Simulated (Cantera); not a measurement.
Charge: 1 mol CO₂, 0.6 mol H₂O, a varied amount of N₂, equilibrated at 1575 K and 42.0 mbar.

Cantera equilibrium calculation (NASA polynomials, part measured and part estimated; ideal gas, pure solids and liquids). Candidate condensed phases: C, C₆H₆, C₇H₈, C₈H₁₈, H₂O; 136 gas species. Equilibrium is a limit: real reactors are often held back by kinetics, nucleation or transport.

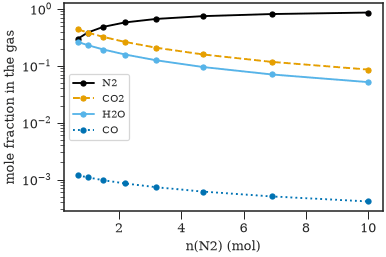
Equilibrium gas composition (values under 1e-9 drawn at 1e-9)

Question: Read off the mole fractions at 1.5 mol N₂.

Answer: N₂ about 0.48, CO₂ about 0.32, H₂O about 0.19, CO about 0.00097.
